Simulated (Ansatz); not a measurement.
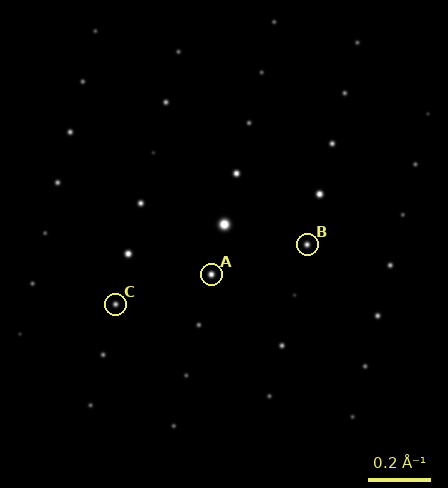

Kinematic zone-axis pattern, calculated for 200 keV electrons with B = 1 Å². The zone axis points towards the electron source and the pattern is seen from the source side.

La₂MgBiS₆, space group R-3 (No. 148), a = 7.15 Å, c = 17.66 Å (hexagonal axes). Structure: the geometry relaxed with DFT, PAW plane waves, r2scan in Ansatz 0.2.0; the starting structure was generated, so it need not be a known form of this composition.

Spot A is indexed 0 0 -3 and spot B -1 2 0.

### Give hkl for C.

C = 2A − B = 1 -2 -6 (d = 2.272 Å).

### Give [uvw].

The cross product of A and B is parallel to [210]; every spot obeys hu + kv + lw = 0.

### What are the spacings of A and B and the angle between them?

d(A) = 5.885 Å, d(B) = 3.574 Å, and the angle is 90.0°.
